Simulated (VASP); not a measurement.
**ScF3 under strain**

Aim: follow the gap and pressure of ScF3 through compression, expansion and shear. All runs use LDA. The start is a cell from a database of measured crystal structures.

Method: LDA; plane waves and PAW (Sc_sv, F), in VASP 6.6.1.

**1. Starting point**

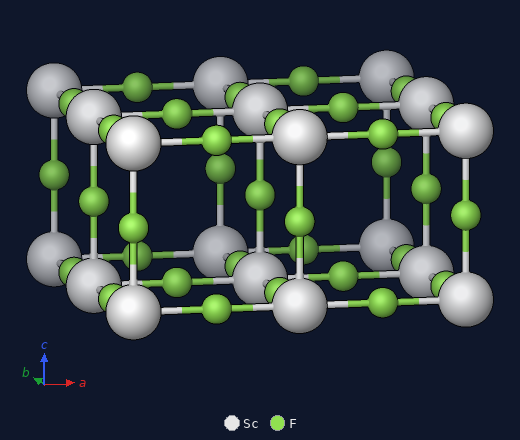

The cell as given, slightly off an axis (scandium white, fluorine green). 2×2×1 cells are drawn. Some periodic images of atoms are drawn too.

Structure file:

```cif
data_structure
_symmetry_space_group_name_H-M 'Pm-3m'
_symmetry_Int_Tables_number 221
_cell_length_a 4.0125
_cell_length_b 4.0125
_cell_length_c 4.0125
_cell_angle_alpha 90.000
_cell_angle_beta 90.000
_cell_angle_gamma 90.000
_cell_volume 64.60
loop_
_atom_site_label
_atom_site_type_symbol
_atom_site_symmetry_multiplicity
_atom_site_Wyckoff_symbol
_atom_site_fract_x
_atom_site_fract_y
_atom_site_fract_z
_atom_site_occupancy
Sc1 Sc 1 a 0.00000 0.00000 0.00000 1
F1 F 3 d 0.50000 0.00000 0.00000 1
```

**2. Reference run**

A single point gives energy, forces and stress at these settings. LDA, the lowest rung, knows the local density alone.

INCAR reads:

```
SYSTEM = ScF3
PREC = Accurate
ENCUT = 520
EDIFF = 1E-06
NELM = 100
ISMEAR = -1
SIGMA = 0.05
LREAL = .FALSE.
ALGO = Normal
GGA = CA
NBANDS = 22
LASPH = .TRUE.
LORBIT = 11
LWAVE = .FALSE.
LCHARG = .FALSE.
KPAR = 4
ISIF = 2
```

POSCAR reads:

```
ScF3
1.0
    4.0124500000      0.0000000000      0.0000000000
    0.0000000000      4.0124500000      0.0000000000
    0.0000000000      0.0000000000      4.0124500000
Sc F
1 3
Direct
    0.0000000000      0.0000000000      0.0000000000
    0.5000000000      0.0000000000      0.0000000000
    0.0000000000      0.5000000000      0.0000000000
    0.0000000000      0.0000000000      0.5000000000
```

KPOINTS reads:

```
Automatic mesh
0
Gamma
6 6 6
0 0 0
```

PAW data sets: Sc_sv and F (LDA family, release 64).

Started as:

```
$ mpirun -np 4 vasp_std
```

What it wrote:

```text
[banner, memory and clock lines left out]
running    4 mpi-ranks, on    1 nodes
 distrk:  each k-point on    1 cores,    4 groups
 distr:  one band on    1 cores,    1 groups

 POSCAR found type information on POSCAR ScF
 POSCAR found :  2 types and       4 ions
 LDA part: xc-table for (Slater(with rela. corr.)+CA(PZ))
 , standard interpolation
 POSCAR, INCAR and KPOINTS ok, starting setup
 FFT: planning ... GRIDC
 FFT: planning ... GRID_SOFT
 FFT: planning ... GRID
 WAVECAR not read
 entering main loop
       N       E                     dE             d eps       ncg     rms          rms(c)
DAV:   1     0.426695415166E+03    0.42670E+03   -0.15587E+04   888   0.152E+03
DAV:   2     0.775522166449E+01   -0.41894E+03   -0.40072E+03  1184   0.466E+02
DAV:   3    -0.330072921202E+02   -0.40763E+02   -0.40207E+02  1282   0.170E+02
DAV:   4    -0.340437083894E+02   -0.10364E+01   -0.10356E+01  1222   0.256E+01
DAV:   5    -0.340578603259E+02   -0.14152E-01   -0.14145E-01  1108   0.280E+00    0.163E+01
DAV:   6    -0.297057635635E+02    0.43521E+01   -0.15138E+01  1420   0.523E+01    0.727E+00
DAV:   7    -0.296459243579E+02    0.59839E-01   -0.12073E+00  1206   0.784E+00    0.426E+00
DAV:   8    -0.295942017238E+02    0.51723E-01   -0.39880E-01  1334   0.622E+00    0.106E+00
DAV:   9    -0.295804763964E+02    0.13725E-01   -0.37759E-02  1180   0.153E+00    0.339E-01
DAV:  10    -0.295797612743E+02    0.71512E-03   -0.52316E-03  1128   0.107E+00    0.190E-01
DAV:  11    -0.295794603273E+02    0.30095E-03   -0.57145E-03  1330   0.877E-01    0.104E-01
DAV:  12    -0.295793516364E+02    0.10869E-03   -0.10679E-03  1276   0.515E-01    0.404E-02
DAV:  13    -0.295793309047E+02    0.20732E-04   -0.43524E-05  1276   0.100E-01    0.221E-02
DAV:  14    -0.295793221434E+02    0.87612E-05   -0.48083E-05  1318   0.839E-02    0.381E-03
DAV:  15    -0.295793220423E+02    0.10111E-06   -0.91937E-07   624   0.143E-02
   1 F= -.29579322E+02 E0= -.29579322E+02  d E =-.292773E-10
```

Wall time 4 s (4 MPI ranks of Intel Xeon 6975P-C (Granite Rapids), shared host); peak memory 0.6 GiB; 14 s of CPU time.

The logs omit lines about the potential files and the build; timing stands in the text.

Parts of OUTCAR (step 2):

```text
ion  position               nearest neighbor table
   1  0.000  0.000  0.000-   2 2.01   3 2.01   4 2.01   4 2.01   3 2.01   2 2.01
   2  0.500  0.000  0.000-   1 2.01   1 2.01
   3  0.000  0.500  0.000-   1 2.01   1 2.01
   4  0.000  0.000  0.500-   1 2.01   1 2.01

  LATTYP: Found a simple cubic cell.
 ALAT       =     4.0124500000

 Subroutine GETGRP returns: Found 48 space group operations
 (whereof 48 operations were pure point group operations)

The static configuration has the point symmetry O_h .

 Found     20 irreducible k-points:

   k-points           NKPTS =     20   k-points in BZ     NKDIM =     20   number of bands    NBANDS=     22

   dimension x,y,z NGX =    30 NGY =   30 NGZ =   30
   dimension x,y,z NGXF=    60 NGYF=   60 NGZF=   60

   ENCUT  =  520.0 eV  38.22 Ry    6.18 a.u.   7.46  7.46  7.46*2*pi/ulx,y,z

   NELECT =      32.0000    total number of electrons

 k-points in reciprocal lattice and weights: Automatic mesh
   0.00000000  0.00000000  0.00000000       0.005
   0.16666667  0.00000000  0.00000000       0.028
   0.33333333  0.00000000  0.00000000       0.028
   0.50000000  0.00000000  0.00000000       0.014
   0.16666667  0.16666667  0.00000000       0.056
   0.33333333  0.16666667  0.00000000       0.111
   0.50000000  0.16666667  0.00000000       0.056
   0.33333333  0.33333333  0.00000000       0.056
   0.50000000  0.33333333  0.00000000       0.056
[...]
0.50000000  0.50000000  0.33333333       0.028
   0.50000000  0.50000000  0.50000000       0.005

 average (electrostatic) potential at core
       1 -51.1226       2 -79.5765       3 -79.5765       4 -79.5765

 E-fermi :  -2.7081

 k-point     1 :       0.0000    0.0000    0.0000
  band No.  band energies     occupation
    ...
     12      -4.4477      2.00000
     13      -4.4477      2.00000
     14      -4.3922      2.00000
     15      -4.3922      2.00000
     16      -4.3922      2.00000
     17       2.3235      0.00000
     18       2.3235      0.00000
     19       2.3235      0.00000
     20       3.7483      0.00000
     21       4.0917      0.00000
    ...

 k-point     2 :       0.1667    0.0000    0.0000
  band No.  band energies     occupation
    ...
     12      -4.5676      2.00000
     13      -4.5676      2.00000
     14      -4.4799      2.00000
     15      -4.4078      2.00000
     16      -4.4078      2.00000
     17       2.3338      0.00000
     18       2.5557      0.00000
     19       2.5557      0.00000
     20       4.0856      0.00000
     21       4.0991      0.00000
    ...

 k-point     3 :       0.3333    0.0000    0.0000
  band No.  band energies     occupation
    ...
     12      -4.8559      2.00000
     13      -4.8559      2.00000
     14      -4.5432      2.00000
     15      -4.4059      2.00000
     16      -4.4059      2.00000
     17       2.3544      0.00000
     18       3.0164      0.00000
     19       3.0164      0.00000
     20       4.1135      0.00000
     21       4.8239      0.00000
    ...

  Total       -0.9436871     -0.9436871     -0.9436871     -0.0000000      0.0000000      0.0000000
  in kB      -23.4050562    -23.4050562    -23.4050562     -0.0000000      0.0000000      0.0000000
  external PRESSURE =     -23.4050562 kB  Pullay stress =       0.0000000 kB

  energy-cutoff  :      520.00
  volume of cell :       64.60
      direct lattice vectors                 reciprocal lattice vectors
     4.012450000  0.000000000  0.000000000     0.249224289  0.000000000  0.000000000
     0.000000000  4.012450000  0.000000000     0.000000000  0.249224289  0.000000000
     0.000000000  0.000000000  4.012450000     0.000000000  0.000000000  0.249224289

 POSITION                                       TOTAL-FORCE (eV/Angst)
 -----------------------------------------------------------------------------------
      0.00000      0.00000      0.00000         0.000000      0.000000      0.000000
      2.00623      0.00000      0.00000         0.000000      0.000000      0.000000
      0.00000      2.00623      0.00000         0.000000      0.000000      0.000000
      0.00000      0.00000      2.00623         0.000000      0.000000      0.000000
 -----------------------------------------------------------------------------------
    total drift:                                0.000000      0.000000      0.000000

  FREE ENERGIE OF THE ION-ELECTRON SYSTEM (eV)
  ---------------------------------------------------
  free  energy   TOTEN  =       -29.5793220423 eV

  energy  without entropy=      -29.5793220423  energy(sigma->0) =      -29.57932204

 total charge
# of ion       s       p       d       tot
------------------------------------------
    1        2.202   6.273   0.986   9.461
    2        1.728   4.370   0.000   6.098
    3        1.728   4.370   0.000   6.098
    4        1.728   4.370   0.000   6.098
--------------------------------------------------
tot          7.387  19.382   0.986  27.755

[... 3 further parts left out ...]
```

The gap is read on the k-mesh alone, so it is an upper bound where the band edges lie off the mesh. At this level the cell is under a tension of 2.3 GPa, so at these settings it is away from equilibrium.

This step gave:

| Property | Result |
| --- | --- |
| SCF cycles | 15 |
| electrons | 32 |
| bands | 22 |
| irreducible k-points | 20 |
| symmetry operations | 48 |
| free energy (TOTEN) | -29.58 eV |
| Fermi energy | -2.708 eV |
| pressure | -2.341 GPa |
| metallic | no |
| valence top at k | 0.5, 0.5, 0.5 |
| conduction bottom at k | 0, 0, 0 |
| least direct gap at k | 0, 0, 0 |
| gap on the k-mesh | 6.184 eV |
| least direct gap on the k-mesh | 6.716 eV |

The pressure is -2.34 GPa and the largest force 0.000 eV/Å, so the cell is not at a minimum at these settings.

**3. Bands, cell as listed**

Levels along the symmetry lines show where the bands peak and cross; KPOINTS_OPT computes them in the converged potential.

INCAR: that of step 2 with these lines changed.

```diff
@@ -10,3 +10,3 @@
 GGA = CA
-NBANDS = 22
+NBANDS = 30
 LASPH = .TRUE.
@@ -16,2 +16 @@
 KPAR = 4
-ISIF = 2
```

POSCAR is that of step 2.

KPOINTS is that of step 2.

KPOINTS_OPT reads:

```
Line mode
16
Line-mode
Reciprocal
  0.00000000   0.00000000   0.00000000 GAMMA
  0.00000000   0.50000000   0.00000000 X

  0.00000000   0.50000000   0.00000000 X
  0.50000000   0.50000000   0.00000000 M

  0.50000000   0.50000000   0.00000000 M
  0.00000000   0.00000000   0.00000000 GAMMA

  0.00000000   0.00000000   0.00000000 GAMMA
  0.50000000   0.50000000   0.50000000 R

  0.50000000   0.50000000   0.50000000 R
  0.00000000   0.50000000   0.00000000 X

  0.50000000   0.50000000   0.00000000 M
  0.50000000   0.50000000   0.50000000 R
```

Started as:

```
$ mpirun -np 4 vasp_std
```

What it wrote:

```text
[... set-up lines as in an earlier step ...]
 entering main loop
       N       E                     dE             d eps       ncg     rms          rms(c)
DAV:   1     0.368186436532E+03    0.36819E+03   -0.14695E+04  1216   0.110E+03
DAV:   2    -0.197782939100E+01   -0.37016E+03   -0.33485E+03  1310   0.359E+02
DAV:   3    -0.333094891664E+02   -0.31332E+02   -0.30787E+02  1654   0.119E+02
DAV:   4    -0.340438658853E+02   -0.73438E+00   -0.73368E+00  1484   0.184E+01
DAV:   5    -0.340576610879E+02   -0.13795E-01   -0.13794E-01  1508   0.249E+00    0.163E+01
DAV:   6    -0.297715613038E+02    0.42861E+01   -0.81105E+00  1824   0.383E+01    0.742E+00
DAV:   7    -0.296430704236E+02    0.12849E+00   -0.64750E-01  1624   0.508E+00    0.421E+00
DAV:   8    -0.295831519715E+02    0.59918E-01   -0.15646E-01  1836   0.448E+00    0.578E-01
DAV:   9    -0.295844786354E+02   -0.13267E-02   -0.69859E-02  1632   0.198E+00    0.889E-01
DAV:  10    -0.295791524466E+02    0.53262E-02   -0.14683E-02  1356   0.780E-01    0.131E-01
DAV:  11    -0.295793911392E+02   -0.23869E-03   -0.71784E-04  1638   0.376E-01    0.119E-01
DAV:  12    -0.295793236248E+02    0.67514E-04   -0.10915E-04  1568   0.222E-01    0.174E-02
DAV:  13    -0.295793270545E+02   -0.34296E-05   -0.16830E-05  1646   0.844E-02    0.307E-02
DAV:  14    -0.295793219555E+02    0.50989E-05   -0.97588E-06  1490   0.580E-02    0.998E-04
DAV:  15    -0.295793220726E+02   -0.11708E-06   -0.95219E-07  1122   0.644E-03
   1 F= -.29579322E+02 E0= -.29579322E+02  d E =-.417659E-10
 Start KPOINTS_OPT (optional k-point list driver)
k-point batch [1-20\96]
       N       E                     dE             ncg
DAV:   1    -0.212486760731E+04   -0.11543E+05     1200
DAV:   2    -0.924174073352E+04   -0.71169E+04     1250
DAV:   3    -0.992176737793E+04   -0.68003E+03     1516
DAV:   4    -0.994197493290E+04   -0.20208E+02     1438
DAV:   5    -0.994244853180E+04   -0.47360E+00     1478
DAV:   6    -0.994246146440E+04   -0.12933E-01     1548
DAV:   7    -0.994246173376E+04   -0.26935E-03     1532
DAV:   8    -0.994246174584E+04   -0.12083E-04     1010
DAV:   9    -0.994246174649E+04   -0.64829E-06      944
[...]
k-point batch [81-96\96]
       N       E                     dE             ncg
DAV:   1     0.102900243577E+04   -0.20099E+05      960
DAV:   2    -0.467466895150E+04   -0.57037E+04     1012
DAV:   3    -0.517973730296E+04   -0.50507E+03     1170
DAV:   4    -0.519579835262E+04   -0.16061E+02     1110
DAV:   5    -0.519609289227E+04   -0.29454E+00     1208
DAV:   6    -0.519609968424E+04   -0.67920E-02     1214
DAV:   7    -0.519609978125E+04   -0.97009E-04     1126
DAV:   8    -0.519609978607E+04   -0.48246E-05      790
DAV:   9    -0.519609978634E+04   -0.26467E-06      742
```

Run time: 13 s. Hardware: 4 MPI ranks; peak memory 0.7 GiB; 51 s of CPU time.

OUTCAR, selected parts (step 3):

```text
The static configuration has the point symmetry O_h .

 Found     20 irreducible k-points:

   k-points           NKPTS =     20   k-points in BZ     NKDIM =     20   number of bands    NBANDS=     30

   NELECT =      32.0000    total number of electrons

 E-fermi :  -2.7270

 k-point     1 :       0.0000    0.0000    0.0000
  band No.  band energies     occupation
    ...
     12      -4.4480      2.00000
     13      -4.4480      2.00000
     14      -4.3925      2.00000
     15      -4.3925      2.00000
     16      -4.3925      2.00000
     17       2.3235      0.00000
     18       2.3235      0.00000
     19       2.3235      0.00000
     20       3.7482      0.00000
     21       4.0917      0.00000
    ...

 k-point     2 :       0.1667    0.0000    0.0000
  band No.  band energies     occupation
    ...
     12      -4.5679      2.00000
     13      -4.5679      2.00000
     14      -4.4802      2.00000
     15      -4.4081      2.00000
     16      -4.4081      2.00000
     17       2.3338      0.00000
     18       2.5557      0.00000
     19       2.5557      0.00000
     20       4.0856      0.00000
     21       4.0992      0.00000
    ...

  Total       -0.9302135     -0.9302135     -0.9302135      0.0000000     -0.0000000      0.0000000
  in kB      -23.0708884    -23.0708884    -23.0708884      0.0000000     -0.0000000      0.0000000
  external PRESSURE =     -23.0708884 kB  Pullay stress =       0.0000000 kB

  FREE ENERGIE OF THE ION-ELECTRON SYSTEM (eV)
  ---------------------------------------------------
  free  energy   TOTEN  =       -29.5793220726 eV

  energy  without entropy=      -29.5793220726  energy(sigma->0) =      -29.57932207

 total charge
# of ion       s       p       d       tot
------------------------------------------
    1        2.202   6.273   0.986   9.461
    2        1.728   4.370   0.000   6.098
    3        1.728   4.370   0.000   6.098
    4        1.728   4.370   0.000   6.098
--------------------------------------------------
tot          7.387  19.382   0.986  27.756

[... 8 parts as in an earlier step ...]

[... 5 further parts left out ...]
```

Numbers from this step:

- bands: 30
- Fermi energy: -2.727 eV
- pressure: -2.307 GPa
- least gap on mesh and path: 6.185 eV
- least direct gap on mesh and path: 6.716 eV

The electronic bands at the labelled points (eV, zero at the valence-band top; v1 is the highest filled band, c1 the lowest empty one):

```
    point     v4     v3     v2     v1    c1    c2    c3     c4
        Γ  -0.59  -0.53  -0.53  -0.53  6.18  6.18  6.18   7.61
        X  -1.18  -0.71  -0.54  -0.54  6.23  7.11  7.11   7.98
        M  -1.16  -0.96  -0.96  -0.01  7.15  7.15  7.79   8.64
        Γ  -0.59  -0.53  -0.53  -0.53  6.18  6.18  6.18   7.61
        R  -2.31   0.00   0.00   0.00  7.84  7.84  7.84  10.78
        X  -1.18  -0.71  -0.54  -0.54  6.23  7.11  7.11   7.98
jump to M  -1.16  -0.96  -0.96  -0.01  7.15  7.15  7.79   8.64
        R  -2.31   0.00   0.00   0.00  7.84  7.84  7.84  10.78
```

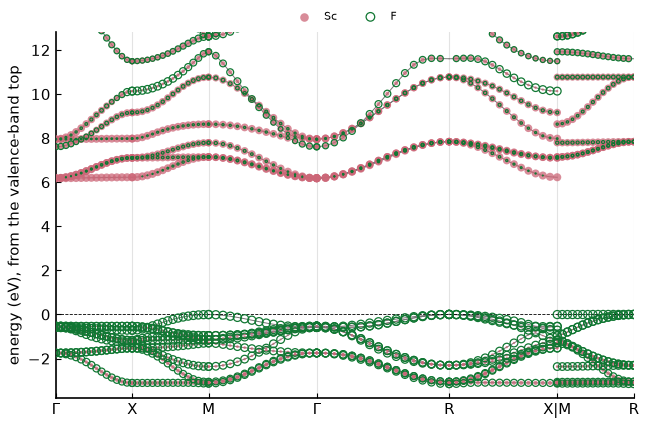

Electronic bands along the path; dots are coloured as in the legend, and their area grows with the weight.

The path finds the gap of the mesh within 0.02 eV, so the mesh comes close to both band edges.

(Continued in part 2 of 4.)

[Lines on the potential files, build, host, timing and source positions are cut from VASP's logs without a mark.]

[Logs are printed without paths, hosts, clocks, repeated set-up lines and the standing remarks that a program may print on its own settings, such as how far it seeks lower states.]

[Hosts, paths, dates, database ids (printed as entryN), source tags and the programs' standing remarks are cut or masked in the printed files.]

[A measured line is paired with the nearest computed mode of its activity, which favours agreement.]
